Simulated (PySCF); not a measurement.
**C$_{5}$H$_{9}$O$_{2}$Si (SMILES C=CC[CH]C(=O)O[SiH3]) (doublet): density, localisation and related maps**

```yaml
atoms:
  - { symbol: C, position_ang: [-3.3626, 1.0853, -0.3415] }
  - { symbol: C, position_ang: [-2.1953, 0.5976, -0.7154] }
  - { symbol: C, position_ang: [-1.4431, -0.4765, 0.0279] }
  - { symbol: C, position_ang: [-0.2067, 0.0781, 0.6071] }
  - { symbol: C, position_ang: [1.0711, -0.4808, 0.3131] }
  - { symbol: O, position_ang: [1.2638, -1.4455, -0.4124] }
  - { symbol: O, position_ang: [2.0921, 0.1447, 0.9194] }
  - { symbol: Si, position_ang: [3.6469, -0.3876, 0.7166] }
  - { symbol: H, position_ang: [-3.8654, 1.8501, -0.9086] }
  - { symbol: H, position_ang: [-3.8718, 0.7355, 0.5418] }
  - { symbol: H, position_ang: [-1.6951, 0.9693, -1.5989] }
  - { symbol: H, position_ang: [-2.0897, -0.8581, 0.8268] }
  - { symbol: H, position_ang: [-1.1792, -1.2998, -0.6410] }
  - { symbol: H, position_ang: [-0.2532, 0.9483, 1.2420] }
  - { symbol: H, position_ang: [3.7615, -1.7517, 1.2200] }
  - { symbol: H, position_ang: [4.3028, 0.6049, 1.5571] }
  - { symbol: H, position_ang: [4.0170, -0.3020, -0.6915] }
```

Geometry: GFN2-xTB.

Method: UKS B3LYP, pcH-1 on C H O Si, non-relativistic, mean-field spin-orbit, GIAO in PySCF 2.14.0, density-fitted response routines.

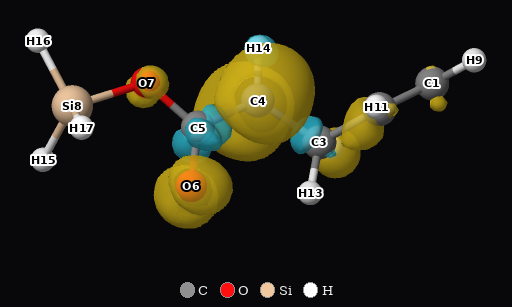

Figure 1. Isosurfaces of the spin density at +0.02 (yellow) and −0.02 e/Å³ (cyan), seen at an oblique angle.

Where is the unpaired spin?

The unpaired spin (1 electron) lies mostly on C4 (about 0.6) and O6 (about 0.2), in electrons by Hirshfeld's partition.

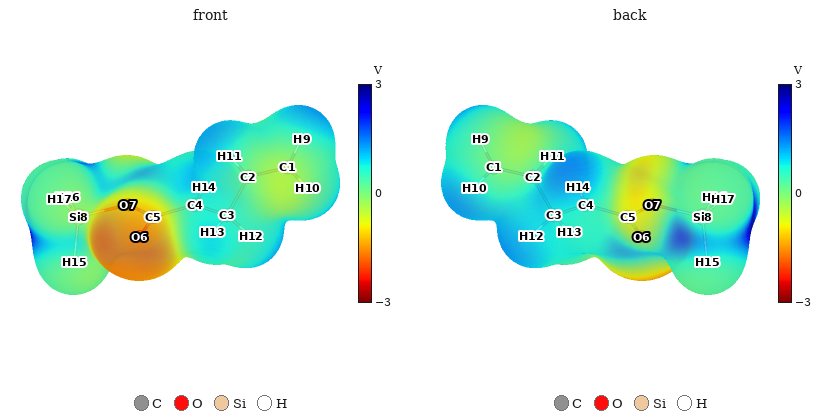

Figure 2. The electrostatic potential painted on the density surface at 0.004 e/bohr³, seen from the front and from behind; the colour scale runs from red (negative) to blue (positive).

Where is the surface potential most negative and most positive?

The most negative region (about −1.8 V) lies over O6, the most positive (about +2.6 V) over Si8. O6 is the likeliest acceptor of a hydrogen bond.

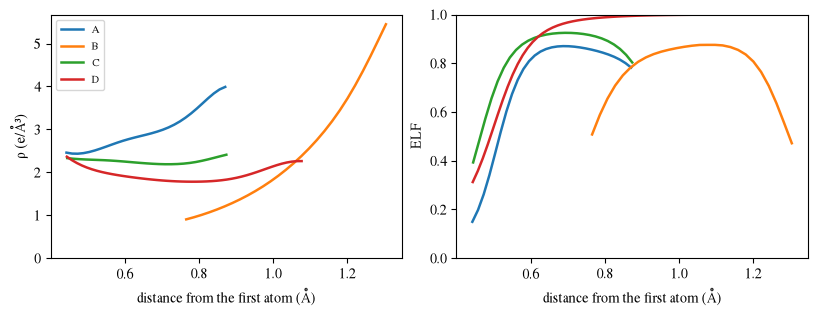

Figure 3. Electron density and electron localisation function along straight lines between neighbouring atoms. The curves leave out the atomic cores.

Which curve belongs to which contact (C–C, C–H, C–O and Si–O)? The first atom named is at distance zero.

Curve A: C–O (1.22 Å): the density is about 2.8 e/Å³ at the midpoint, with its minimum of 2.4 e/Å³ about 0.5 Å from C; the ELF peaks at about 0.85 between the atoms; a short, multiple covalent bond. Curve B: Si–O (1.66 Å): ρ at the midpoint is about 1.1 e/Å³; the ELF peaks at about 0.90 between the atoms (a shared but strongly polarised pair). Curve C: C–C (1.32 Å): ρ at the midpoint is about 2.2 e/Å³; the ELF peaks at about 0.90 between the atoms: a multiple bond. Curve D: C–H (1.08 Å): ρ is about 2 e/Å³ halfway; the ELF climbs to about 1 towards the hydrogen, as it does in any bond to H: a covalent bond by its length.
